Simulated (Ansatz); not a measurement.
# C2H5NSi: the cost of one run

Program: Ansatz 0.2.0, Gaussian basis. Level of theory: the settings change from run to run. These are calculated values, not measurements.

## (1) The geometry

The structure was relaxed beforehand with PBE0-D4 in a triple-zeta def2 set.

SMILES `[SiH3]C1C=N1`, 9 atoms, charge 0, spin multiplicity 1.

Atoms are counted from 1 here; the program's logs count them from 0.

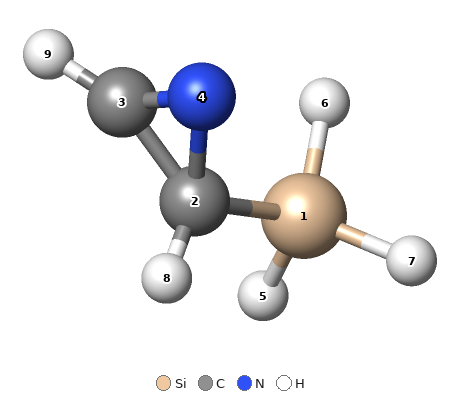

The structure; silicon light orange, carbon grey, nitrogen blue, hydrogen white; atoms are numbered from 1 in the order of the file.

## (2) wPBEh/pcseg-2

This run has multiplicity 3, finite nuclei, the search for lower states set to off.

in.yaml reads:

```yaml
crystal:
  periodic: [false, false, false]
  atoms:
    - {symbol: Si, position_ang: [-0.493321, 0.904974, -0.752896]}
    - {symbol: C, position_ang: [0.326393, -0.645048, -0.106496]}
    - {symbol: C, position_ang: [0.442887, -0.960599, 1.307319]}
    - {symbol: N, position_ang: [1.516090, -0.495381, 0.892457]}
    - {symbol: H, position_ang: [-1.833969, 0.573222, -1.308825]}
    - {symbol: H, position_ang: [-0.647884, 1.871308, 0.365692]}
    - {symbol: H, position_ang: [0.319871, 1.521054, -1.834381]}
    - {symbol: H, position_ang: [0.447261, -1.474664, -0.804340]}
    - {symbol: H, position_ang: [0.011172, -1.341167, 2.224469]}
basis:
  gaussian: {orbitals: pcseg-2, nuclear_model: gaussian}
magnetization: {spin_polarized: true, initial_magnetization: 2}
hamiltonian: {xc: {name: wPBEh}}
scf: {lower_state_search: off}
```

The run is started by

```bash
$ ansatz run in.yaml --threads 2 --pin off --events-out ev --progress --plain --max-ram 4352MiB
```

What time and memory should one allow on 2 threads of Arm Neoverse V2, shared host?

About 6.5 s, with a peak of 0.47 GiB.
